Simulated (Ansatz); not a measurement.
The parent structure is HfO2 (space group P2_1/c, No. 14; a = 5.114 Å, b = 5.182 Å, c = 5.295 Å, α = 90.00°, β = 99.47°, γ = 90.00°).

Now apply this change: the cell is scaled by 1.0218 in all directions, atoms relaxed at fixed cell.

Calculations: Kohn–Sham DFT with the r2SCAN functional, run in Ansatz (a program for electronic structure) with PAW and 500 eV plane waves, without spin-orbit coupling.

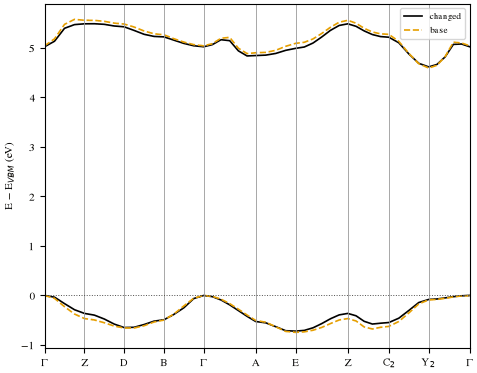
Highest valence and lowest conduction band along the path, each from its own valence-band maximum

**Question.** From the figure, how large is the changed gap, and is it direct?

**Answer.** About 4.6 eV, indirect, Γ → Y₂.

Spin-orbit coupling, missing from the scalar runs, can matter with Hf. The cells carry an imposed strain or load. No phonon test of stability was made.
